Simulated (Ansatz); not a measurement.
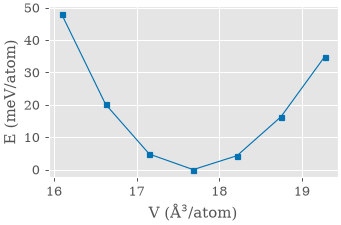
LaC2 in space group Immm (No. 71; La on 2a, C on 4h) under volume change, r²SCAN in the plane-wave PAW code Ansatz, shape and atoms relaxed at each volume.

What does a third-order Birch–Murnaghan fit give for V₀, B₀ and B′?

V₀ = 17.69 Å³/atom, B₀ = 90.7 GPa, B′ = 4.3.

The first step of the workflow began from a Materials Project structure, measured or hypothetical; the Crystallography Open Database copy checked does not list it. COD files the formula under space group No. 139. Its standing as an ambient phase is unchecked. The cell was relaxed with r²SCAN under the symmetry of its start; whether a distortion lowers the energy is not shown. Spin–orbit coupling is left out wherever it is not named.

Potentials: the later of the program's two PAW sets.
